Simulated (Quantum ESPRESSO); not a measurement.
# Magnetic state of BaCoSO from several starts, part 2 of 2

A self-consistent run ends on one state, which hangs on the start. Several orders of BaCoSO are started in Quantum ESPRESSO and their energies compared.

Quantum ESPRESSO 7.5; LDA with U = 3.5 eV on Co d (ortho-atomic projectors); plane waves with GBRV 1.5 LDA potentials, no spin-orbit coupling.

So far, absolute magnetization (μB): step 2 (run 1, typed as ferro ++) 6.02.

## 3. Run 2 (antiferro +−)

pw.in reads:

```
&CONTROL
  calculation = 'scf'
  prefix = 'pwscf'
  outdir = './tmp'
  pseudo_dir = './pseudo'
  disk_io = 'nowf'
/
&SYSTEM
  ibrav = 0
  celldm(1) = 8
  nat = 8
  ntyp = 5
  ecutwfc = 40
  ecutrho = 280
  nbnd = 51
  occupations = 'smearing'
  smearing = 'fd'
  degauss = 0.00367493
  nspin = 2
  starting_magnetization(1) = 0
  starting_magnetization(2) = 0.1765
  starting_magnetization(3) = -0.1765
  starting_magnetization(4) = 0
  starting_magnetization(5) = 0
/
&ELECTRONS
  conv_thr = 1.6d-08
  electron_maxstep = 150
  mixing_beta = 0.3
/
ATOMIC_SPECIES
Ba    137.3270 ba_lda_v1.uspp.F.UPF
Co1    58.9332 co_lda_v1.2.uspp.F.UPF
Co2    58.9332 co_lda_v1.2.uspp.F.UPF
S      32.0600 s_lda_v1.4.uspp.F.UPF
O      15.9990 o_lda_v1.2.uspp.F.UPF
CELL_PARAMETERS alat
   0.4766149123648   -1.5252208681147    0.0000000000000
   0.4766149123648    1.5252208681147    0.0000000000000
   0.0000000000000    0.0000000000000    1.4597057168843
ATOMIC_POSITIONS crystal
Ba      0.6136220000    0.3863780000    0.2500000000
Ba      0.3863780000    0.6136220000    0.7500000000
Co1     0.9056390000    0.0943610000    0.2500000000
Co2     0.0943610000    0.9056390000    0.7500000000
S       0.3095670000    0.6904330000    0.2500000000
S       0.6904330000    0.3095670000    0.7500000000
O       0.0000000000    0.0000000000    0.5000000000
O       0.0000000000    0.0000000000    0.0000000000
K_POINTS automatic
6 6 6 0 0 0
HUBBARD {ortho-atomic}
U Co1-3d 3.5000
U Co2-3d 3.5000
```

On the command line:

```sh
OMP_NUM_THREADS=1 mpirun -n 4 pw.x -nk 4 -in pw.in > pw.out
```

The program printed:

```text
[banner, memory and clock lines left out]
Program PWSCF v.7.5 starts

     Message from routine setup:
     using ibrav=0 with symmetry is DISCOURAGED, use correct ibrav instead

     bravais-lattice index     =            0
     lattice parameter (alat)  =       8.0000  a.u.
     unit-cell volume          =    1086.5898 (a.u.)^3
     number of atoms/cell      =            8
     number of atomic types    =            5
     number of electrons       =        78.00
     number of Kohn-Sham states=           51
     kinetic-energy cutoff     =      40.0000  Ry
     charge density cutoff     =     280.0000  Ry
     scf convergence threshold =      1.6E-08
     mixing beta               =       0.3000
     number of iterations used =            8  plain     mixing
     Exchange-correlation= SLA  PZ   NOGX NOGC
                           (   1   1   0   0   0   0   0)
     Hubbard projectors: ortho-atomic
     Hubbard parameters of DFT+U (Dudarev formulation) in eV:
     U(Co1-3d) =  3.5000
     U(Co2-3d) =  3.5000

     Internal variables: lda_plus_u =T, lda_plus_u_kind = 0

     Internal variables: orbital_resolved =F, hub_pot_fix =F, apply_U = F

     celldm(1)=   8.000000  celldm(2)=   0.000000  celldm(3)=   0.000000
     celldm(4)=   0.000000  celldm(5)=   0.000000  celldm(6)=   0.000000

     crystal axes: (cart. coord. in units of alat)
               a(1) = (   0.476615  -1.525221   0.000000 )
               a(2) = (   0.476615   1.525221   0.000000 )
               a(3) = (   0.000000   0.000000   1.459706 )

     reciprocal axes: (cart. coord. in units 2 pi/alat)
               b(1) = (  1.049065 -0.327821  0.000000 )
               b(2) = (  1.049065  0.327821 -0.000000 )
               b(3) = ( -0.000000  0.000000  0.685070 )

     PseudoPot. # 1 for Ba read from file:
     ba_lda_v1.uspp.F.UPF
     Pseudo is Ultrasoft + core correction, Zval = 10.0

     PseudoPot. # 2 for Co read from file:
     co_lda_v1.2.uspp.F.UPF
     Pseudo is Ultrasoft + core correction, Zval = 17.0

     PseudoPot. # 3 for Co read from file:
     co_lda_v1.2.uspp.F.UPF
     Pseudo is Ultrasoft + core correction, Zval = 17.0

     PseudoPot. # 4 for S  read from file:
     s_lda_v1.4.uspp.F.UPF
     Pseudo is Ultrasoft + core correction, Zval =  6.0

     PseudoPot. # 5 for O  read from file:
     o_lda_v1.2.uspp.F.UPF
     Pseudo is Ultrasoft + core correction, Zval =  6.0

     atomic species   valence    mass     pseudopotential
     Ba               10.00   137.32700     Ba( 1.00)
     Co1              17.00    58.93320     Co( 1.00)
     Co2              17.00    58.93320     Co( 1.00)
     S                 6.00    32.06000     S ( 1.00)
     O                 6.00    15.99900     O ( 1.00)

     Starting magnetic structure
     atomic species   magnetization
     Ba              0.000
     Co1             0.176
     Co2            -0.176
     S               0.000
     O               0.000

      4 Sym. Ops. (no inversion) found ( 2 have fractional translation)

   Cartesian axes

     site n.     atom                  positions (alat units)
         1        Ba     tau(   1) = (   0.4766149  -0.3465973   0.3649264  )
         2        Ba     tau(   2) = (   0.4766149   0.3465973   1.0947793  )
         3        Co1    tau(   3) = (   0.4766149  -1.2373781   0.3649264  )
         4        Co2    tau(   4) = (   0.4766149   1.2373781   1.0947793  )
         5        S      tau(   5) = (   0.4766149   0.5809048   0.3649264  )
         6        S      tau(   6) = (   0.4766149  -0.5809048   1.0947793  )
         7        O      tau(   7) = (   0.0000000   0.0000000   0.7298529  )
         8        O      tau(   8) = (   0.0000000   0.0000000   0.0000000  )

     number of k points=    52  Fermi-Dirac smearing, width (Ry)=  0.0037
                       cart. coord. in units 2pi/alat
        k(    1) = (   0.0000000   0.0000000   0.0000000), wk =   0.0046296
        k(    2) = (   0.0000000   0.0000000   0.1141783), wk =   0.0092593
        k(    3) = (   0.0000000   0.0000000   0.2283565), wk =   0.0092593
        k(    4) = (   0.0000000   0.0000000  -0.3425348), wk =   0.0046296
        k(    5) = (   0.1748442   0.0546369   0.0000000), wk =   0.0185185
        [... 47 further k-points ...]

     Dense  grid:    85979 G-vectors     FFT dimensions: (  72,  72,  64)

     Smooth grid:    37137 G-vectors     FFT dimensions: (  54,  54,  48)

     Check: negative core charge=   -0.000013
     Generating pointlists ...
     new r_m :   0.2859 (alat units)  2.2874 (a.u.) for type    1
     new r_m :   0.1917 (alat units)  1.5338 (a.u.) for type    2
     new r_m :   0.1917 (alat units)  1.5338 (a.u.) for type    3
     new r_m :   0.2308 (alat units)  1.8464 (a.u.) for type    4
     new r_m :   0.1917 (alat units)  1.5338 (a.u.) for type    5

     Initial potential from superposition of free atoms

     starting charge      75.9745, renormalised to      78.0000

     negative rho (up, down):  1.007E-01 1.007E-01

     STARTING HUBBARD OCCUPATIONS:

     =================== HUBBARD OCCUPATIONS ===================
     ------------------------ ATOM    3 ------------------------
     Tr[ns(  3)] (up, down, total) =   5.00000  2.00000  7.00000
     Atomic magnetic moment for atom   3 =   3.00000
     [... lines left out ...]
     ------------------------ ATOM    4 ------------------------
     Tr[ns(  4)] (up, down, total) =   2.00000  5.00000  7.00000
     Atomic magnetic moment for atom   4 =  -3.00000
     [... lines left out ...]
     Number of occupied Hubbard levels =   14.0000

     Atomic wfc used for Hubbard projectors are orthogonalized

     Starting wfcs are   68 randomized atomic wfcs

     Self-consistent Calculation

     iteration #  1     ecut=    40.00 Ry     beta= 0.30
     Davidson diagonalization with overlap
     ethr =  1.00E-02,  avg # of iterations =  2.7

     =================== HUBBARD OCCUPATIONS ===================
     ------------------------ ATOM    3 ------------------------
     Tr[ns(  3)] (up, down, total) =   4.65734  0.73140  5.38874
     Atomic magnetic moment for atom   3 =   3.92594
     [... lines left out ...]
     ------------------------ ATOM    4 ------------------------
     Tr[ns(  4)] (up, down, total) =   0.73133  4.65747  5.38881
     Atomic magnetic moment for atom   4 =  -3.92614
     [... lines left out ...]
     Number of occupied Hubbard levels =   10.7775

     negative rho (up, down):  9.534E-02 9.534E-02

     total energy              =    -846.93772150 Ry
     estimated scf accuracy    <       9.70663390 Ry

     total magnetization       =    -0.00 Bohr mag/cell
     absolute magnetization    =     8.34 Bohr mag/cell

     iteration #  2     ecut=    40.00 Ry     beta= 0.30
     Davidson diagonalization with overlap
     ethr =  1.00E-02,  avg # of iterations =  3.4

     negative rho (up, down):  9.448E-02 9.448E-02

     total energy              =    -848.43207282 Ry
     estimated scf accuracy    <      21.21998092 Ry

     total magnetization       =     0.00 Bohr mag/cell
     absolute magnetization    =     0.94 Bohr mag/cell

     [... further iterations left out ...]

     iteration # 51     ecut=    40.00 Ry     beta= 0.30
     Davidson diagonalization with overlap
     ethr =  2.85E-10,  avg # of iterations =  3.9

     negative rho (up, down):  9.012E-02 9.014E-02

     total energy              =    -850.38610697 Ry
     estimated scf accuracy    <       0.00000027 Ry

     total magnetization       =    -0.02 Bohr mag/cell
     absolute magnetization    =     5.51 Bohr mag/cell

     iteration # 52     ecut=    40.00 Ry     beta= 0.30
     Davidson diagonalization with overlap
     ethr =  2.85E-10,  avg # of iterations =  2.0

     negative rho (up, down):  9.012E-02 9.014E-02

     Magnetic moment per site  (integrated on atomic sphere of radius R)
     atom   1 (R=0.286)  charge=  7.0386  magn=  0.0027
     atom   2 (R=0.286)  charge=  7.0377  magn= -0.0021
     atom   3 (R=0.192)  charge= 14.2596  magn=  2.2436
     atom   4 (R=0.192)  charge= 14.2347  magn= -2.3217
     atom   5 (R=0.231)  charge=  3.9838  magn=  0.1054
     atom   6 (R=0.231)  charge=  3.9987  magn= -0.0649
     atom   7 (R=0.192)  charge=  5.3137  magn=  0.0131
     atom   8 (R=0.192)  charge=  5.3137  magn=  0.0131

     End of self-consistent calculation

     =================== HUBBARD OCCUPATIONS ===================
     ------------------------ ATOM    3 ------------------------
     Tr[ns(  3)] (up, down, total) =   4.90835  2.50090  7.40925
     Atomic magnetic moment for atom   3 =   2.40746
     [... lines left out ...]
     ------------------------ ATOM    4 ------------------------
     Tr[ns(  4)] (up, down, total) =   2.39955  4.91891  7.31846
     Atomic magnetic moment for atom   4 =  -2.51936
     [... lines left out ...]
     Number of occupied Hubbard levels =   14.7277

     Number of k-points >= 100: set verbosity='high' to print the bands.

     the Fermi energy is     8.9469 ev

!    total energy              =    -850.38610717 Ry
     estimated scf accuracy    <       0.00000001 Ry
     smearing contrib. (-TS)   =      -0.00206184 Ry
     internal energy E=F+TS    =    -850.38404533 Ry

     The total energy is F=E-TS. E is the sum of the following terms:
     one-electron contribution =    -609.95240083 Ry
     hartree contribution      =     339.03642899 Ry
     xc contribution           =    -151.14009271 Ry
     ewald contribution        =    -428.49799722 Ry
     Hubbard energy            =       0.17001644 Ry

     total magnetization       =    -0.02 Bohr mag/cell
     absolute magnetization    =     5.51 Bohr mag/cell

     convergence has been achieved in  52 iterations
```

Wall time 15 min (4 MPI ranks of Arm Neoverse V1, shared host); peak memory 1.6 GiB.

Spin moment in the atom's sphere by atom:

| atom | spin moment in the atom's sphere (μB) |
| --- | --- |
| Ba1 | 0.00 |
| Ba2 | 0.00 |
| Co3 | 2.24 |
| Co4 | -2.32 |
| S5 | 0.11 |
| S6 | -0.06 |
| O7 | 0.01 |
| O8 | 0.01 |

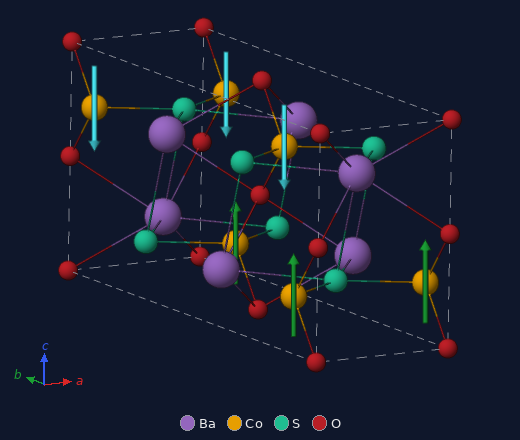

Spin moment in the atom's sphere as arrows, the longest 2.32 μB. Up and down stand for the sign. Arrows give size and sign along the axis of quantisation, drawn up and down the page. The two directions have two colours. Some periodic images of atoms are drawn too.

Read from the output:

| Item | Value |
| --- | --- |
| smearing term TS | 0.02805 eV |
| magnetization | -0.022 μB |
| absolute magnetization | 5.506 μB |
| final state | antiferromagnetic |

## 4. Ranking

An order is kept where moments of 0.15 μB or more survive with the typed signs; meshes match where a doubled cell samples the same k points as the first cell.

Orders:

| start | final state | typed order kept | energy over the lowest (meV a seeded atom) | largest site moment (μB) | net moment (μB a cell of the first run) | mesh matched | CPU time (s) |
| --- | --- | --- | --- | --- | --- | --- | --- |
| ferro ++ | ferromagnetic | yes | 0 | 2.369 | 6 | yes | 1584 |
| antiferro +- | antiferromagnetic | yes | 489.1 | 2.322 | 0.02238 | yes | 3656 |

## 5. Fillings of the first corrected shells

| start | type | spin | occupation numbers |
| --- | --- | --- | --- |
| ferro ++ | Co | up | 0.981 0.982 0.986 0.993 0.993 |
| ferro ++ | Co | down | 0.148 0.157 0.159 0.964 0.973 |
| ferro ++ | Co | up | 0.981 0.982 0.986 0.993 0.993 |
| ferro ++ | Co | down | 0.148 0.157 0.159 0.964 0.973 |
| antiferro +- | Co1 | up | 0.972 0.976 0.978 0.990 0.992 |
| antiferro +- | Co1 | down | 0.153 0.179 0.390 0.813 0.966 |
| antiferro +- | Co2 | up | 0.121 0.171 0.172 0.956 0.979 |
| antiferro +- | Co2 | down | 0.976 0.978 0.982 0.989 0.994 |

## 6. Outcome

- moments, largest by run: 2.37, 2.32 μB
- spread of the energies of the runs with moments: 489 meV a seeded atom

What this shows: Under a U these runs seem to end in unlike orbital states: the fillings of their corrected shells differ, or their energies lie too far apart for exchange alone. The differences are then no exchange energies, and the ranking says little of the magnetic order. Seeding all runs from one set of occupation matrices is the usual remedy.

[Logs and program files are shortened in this print: banners, set-up blocks, solver, clock and traceback lines can be left out without a mark of their own.]

[Logs are printed without paths, hosts, clocks, repeated set-up lines and the standing remarks that a program may print on its own settings, such as how far it seeks lower states.]

[Hosts, paths, dates, database ids (printed as entryN), source tags and the programs' standing remarks are cut or masked in the printed files.]

[Where a cell is said to come from a database of computed structures, the database is the Materials Project.]
